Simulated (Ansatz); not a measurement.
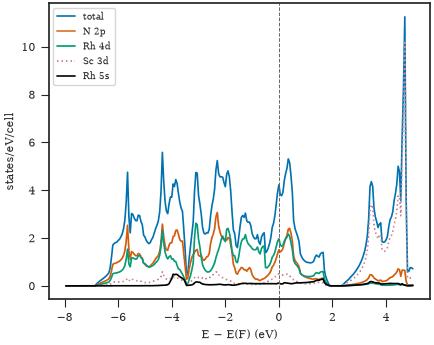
Fig. 1. Total and projected density of states of ScRhN2 in space group R-3m (No. 166; Sc on 3b, Rh on 3a, N on 6c), PBEsol (plane waves, PAW; program Ansatz)

Which orbitals carry the states next to the Fermi level?

Within 0.5 eV of the Fermi level: Rh 4d 44 %, N 2p 39 %, Sc 3d 11 %. Projections are on Löwdin-orthogonalised atomic valence shells; empty p or d shells of many metals are not among them.

Where is the tallest occupied peak in this window, and what makes it?

Near -4.3 eV, about 5.6 states/eV per cell; the largest projected share is N 2p.

The start of the workflow was typed in or built on a structure type; neither database checked (COD, Materials Project) lists it. Its standing as an ambient phase is unchecked. The cell was relaxed with PBEsol under the symmetry of its start; whether a distortion lowers the energy is not shown. The workflow began spin-polarised and lost its moments. Scalar-relativistic: spin–orbit coupling is off unless named, which matters more the heavier the elements.

Potentials: the later of the program's two PAW sets.
